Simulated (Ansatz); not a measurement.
**F$_{3}$HSSi···H$_{2}$: density, localisation and related maps**

Input

```
crystal:
  periodic: [false, false, false]
  atoms:
    - { symbol: Si, position_ang: [-0.567196, -0.188707, -0.329405] }
    - { symbol: H, position_ang: [0.194488, 0.636222, 2.08595] }
    - { symbol: F, position_ang: [0.775897, -0.866706, 0.219173] }
    - { symbol: F, position_ang: [-0.253714, 1.370815, -0.499876] }
    - { symbol: F, position_ang: [-0.867426, -0.799888, -1.779911] }
    - { symbol: S, position_ang: [-2.264993, -0.553948, 0.919761] }
    - { symbol: H, position_ang: [-2.919336, -1.1601, -0.098459] }
    - { symbol: H, position_ang: [-0.471821, 0.689513, 2.343868] }
basis:
  gaussian: { orbitals: def2-SVP }
hamiltonian:
  xc: r2scan
  dispersion: d4
relax:
  f_tol: 0.03
  max_steps: 50
output:
  orbitals: {}
```

Command:

```sh
ansatz run input.yaml --threads 2 --pin off --max-ram 3072MiB --backend cpu --events-out ev --progress --plain --runs-dir out
```

The fields are those of the relaxed geometry.

These are results of Ansatz, RKS r2SCAN-D4/def2-SVP, not measurements.

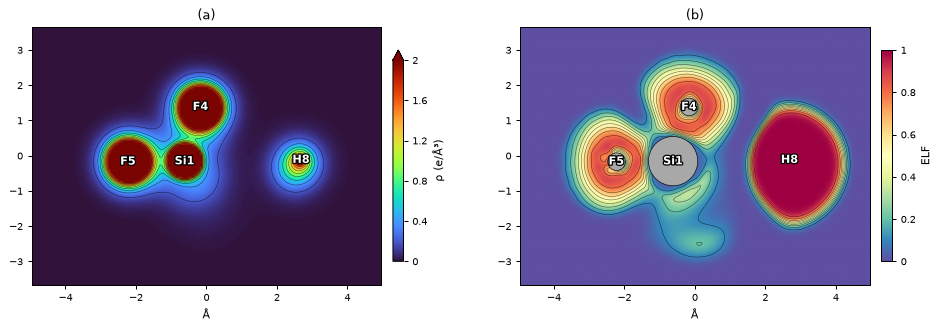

Figure 1. (a) electron density; (b) electron localisation function on the plane of atoms F4, Si1 and F5. Grey discs cover the atomic cores in the ELF map.

Q: What do the fields say about this system?

A: Atoms in the plane: Si, F and H. Si–F (1.60 Å): ρ is about 1.1 e/Å³ halfway; the ELF peaks at about 0.85 in the valence shell of F, 0.6 Å from its nucleus, and is about 0.50 at the midpoint. The ELF also peaks beside F5 and F4, away from the bonds: lone-pair regions.

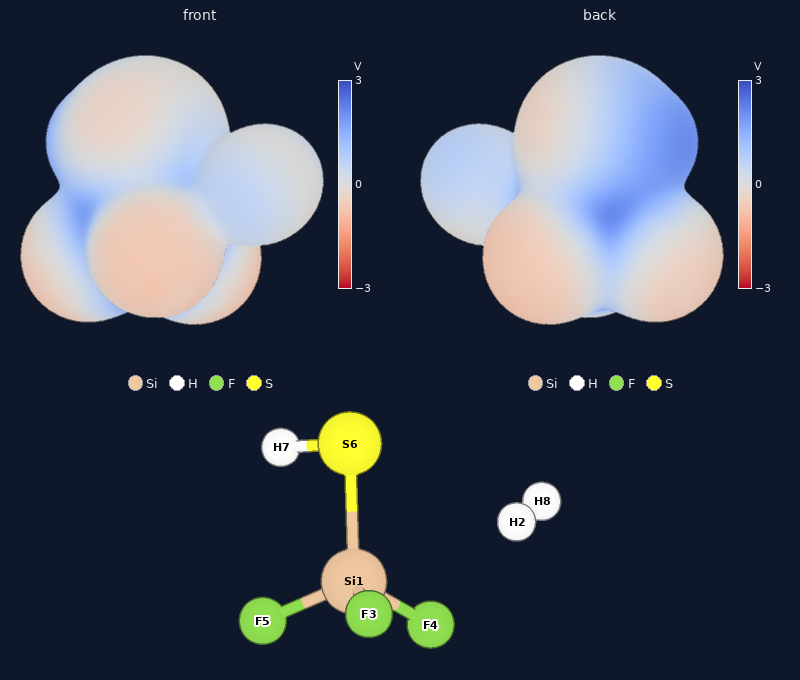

Figure 2. The molecular electrostatic potential painted on the density surface at 0.002 e/bohr³, seen from the front and from behind; red is negative and blue positive. The bare structure is drawn below in the same view.

Q: Which sites attract a positive test charge, and which a negative one?

A: A positive charge is drawn to the negative regions and a negative charge to the positive ones. The most negative region (about −0.7 V) lies over F3 and F4, the most positive (about +2.0 V) over Si1 and H7.

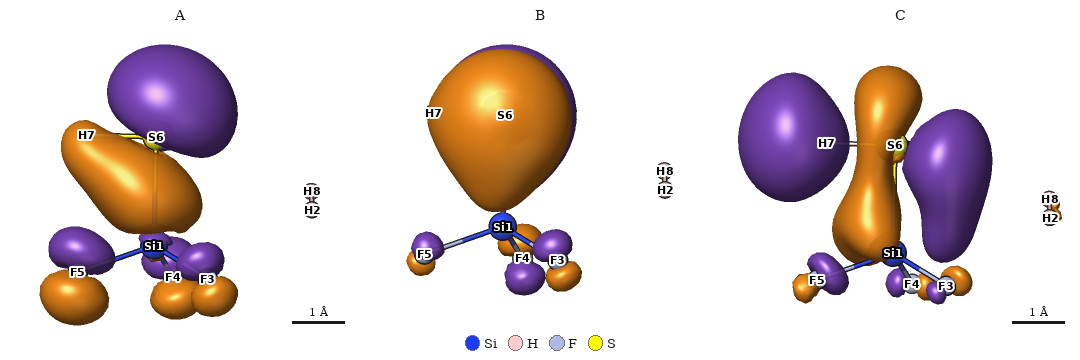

Figure 3. Three frontier orbitals at ±0.1 Å⁻³ᐟ² (orange and purple are the two phases), in no order.

Q: Order the three orbitals by energy and name them.

A: A is the HOMO−1 (−9.42 eV). It lies mainly on S6 (about 65 %), Si1 (about 10 %) and F5 (about 10 %). B is the HOMO (−7.50 eV). It lies mainly on S6 (about 85 %); largely a lone pair of S6. C is the LUMO (−0.50 eV). Its weight (Hirshfeld) is mainly on S6 (about 45 %), H7 (about 35 %) and Si1 (about 15 %).

Q: What is the HOMO–LUMO gap?

A: 7.00 eV between the orbital energies.
